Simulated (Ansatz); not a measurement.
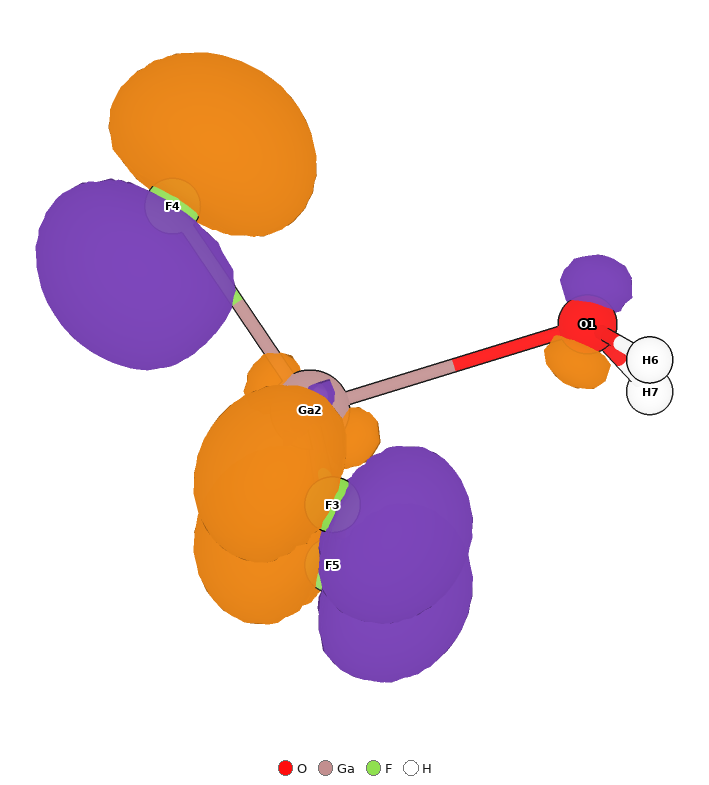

F3GaH2O. The HOMO−1 at ±0.15 Å⁻³ᐟ² (orange and purple are the two phases), seen from one side.

Geometry: PBE0-D4/def2-TZVP.

All numbers below come from Ansatz 0.2.0, RKS PBE0-D4/def2-TZVPP.

```xyz
7

O    -0.9171    0.6314    0.3821
Ga    0.4961   -0.5920   -0.4417
F     0.9529   -1.2895    1.1001
F    -0.3340   -1.6028   -1.5861
F     1.4535    0.7414   -1.0565
H    -0.9256    0.4940    1.3383
H    -0.6644    1.5494    0.2183
```

What is the character of this orbital?

Answer. Its weight (Hirshfeld) is mainly on F4 (about 45 %), F3 (about 25 %), F5 (about 25 %) and Ga2 (about 5 %); largely a combination of lone pairs on F4, F3 and F5. Its energy is −10.85 eV.
